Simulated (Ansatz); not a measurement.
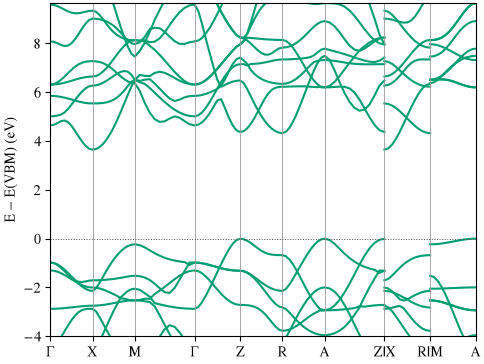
Figure: Band structure from DFT-PBEsol in the program Ansatz with PAW potentials

Read off the gap and where the band edges lie.

About 3.6 eV (3.65 eV by a search for the band edges); maximum at A, minimum at X.

Pick the material that matches.
(A) CaAlHO2, P4/mmm (Ca on 1d, Al on 1a, O on 2f, H on 1b)
(B) Sr2ZrTiO6, P4/mmm (Pearson symbol tP10)
(C) LiTaO3, P4mm (Ta on 1b, Li on 1a, O on 1b, O on 2c)
(D) SiO2, P4_12_12 (Si on 4a, O on 8b)

A, CaAlHO2, P4/mmm (Ca on 1d, Al on 1a, O on 2f, H on 1b)

The start of the workflow was typed in or built on a structure type; neither database checked (COD, Materials Project) lists it. Its standing as an ambient phase is unchecked. Symmetry was held in the PBEsol relaxation. At this level the phase is dynamically unstable (imaginary phonons).

Potentials: the earlier of the program's two PAW sets. The files were generated under PBE; for other functionals the program regenerates the frozen cores, and for LDA and PBEsol the local potential too.
